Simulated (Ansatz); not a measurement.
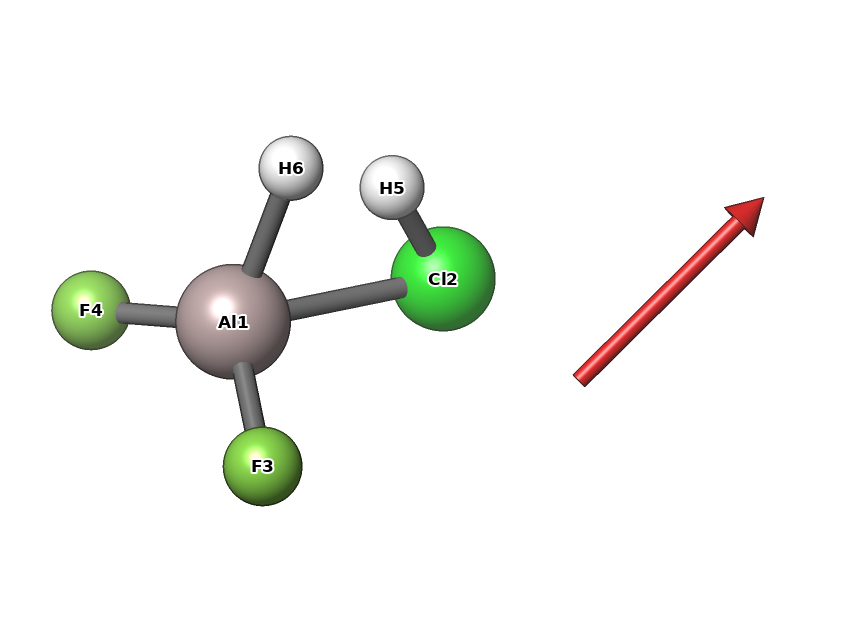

The arrow beside the molecule shows the direction of the dipole moment, from the negative to the positive end (its length means nothing). The geometry was computed by a saddle-point search with PBE0-D4/def2-TZVP. Level of theory: RKS PBE0-D4/def2-TZVP (Ansatz 0.2.0).

How large is the dipole moment?

Answer. 2.38 D; it points from the side of F3, F4 to the side of H5 (the outermost atoms at the two ends).
